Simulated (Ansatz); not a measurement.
The starting structures come from a database of crystals and need not be the phases stable at ambient conditions.

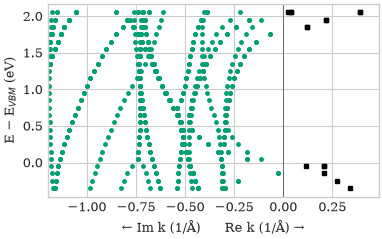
Figure. Complex bands at the centre of the two-dimensional zone; Ansatz (an electronic-structure program) with r2SCAN

The gap is the functional's own. No spin-orbit coupling. Mid-gap values are interpolated on the energy grid.

### Question
This is Ca2Nb2O7 (Fd-3m, not sure to be the ambient phase, 22 atoms a cell, 13.5 Å³ an atom, -8 GPa at this level) along the normal of (111). Read off the slowest decay at the centre of the two-dimensional zone at 0.85 eV, the computed energy nearest the middle of the gap.

### Answer
κ ≈ 0.28 1/Å, a decay length 1/(2κ) of the density of 1.8 Å.
